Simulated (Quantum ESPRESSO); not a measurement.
# Dipole at the next field: F-SiC-F chair, 1 layer

Method. Quantum ESPRESSO 7.5, RPBE, GBRV ultrasoft, PBE files; sawtooth field along the normal with dipole correction, ions clamped, threshold 1e-9 Ry; cell area 8.695 Å².

```tsv
field (V/Å)	dipole (e Å a cell)
0	−0.00533
0.1	0.01103
0.2	0.02738
```

To predict: What is the dipole at −0.2 V/Å, and what electrostatic thickness 4πα/A follows from the rows?

**Worked estimate.** The slope is (0.02738 − (−0.00533))/0.2 = 0.1636 e Å²/V, so 4πα/A = 180.95 × 0.1636/8.695 = 3.40 Å. Linear response gives p = −0.00533 + 0.1636 × (−0.2) = −0.03804 e Å; a parabola through the three rows gives −0.03808.

**The withheld run.** p = −0.03802 e Å. The line misses by 0.1 % of the induced dipole and the parabola by 0.2 %. The response is linear over this range.

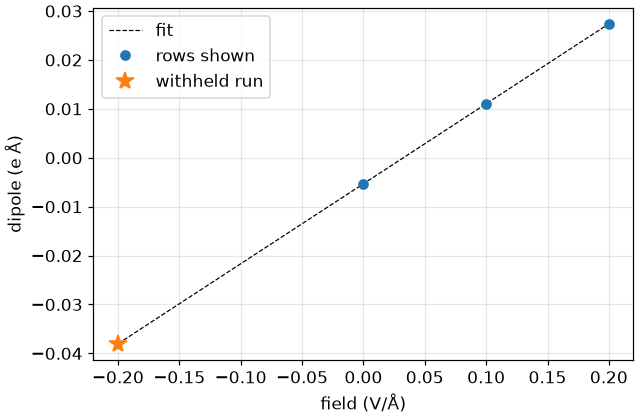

The rows shown, the fit and the withheld run.

**Limits.** Electrons alone respond; local and semilocal functionals tend to overscreen.

[Logs are printed without paths, hosts, clocks, repeated set-up lines and the standing remarks that a program may print on its own settings, such as how far it seeks lower states.]
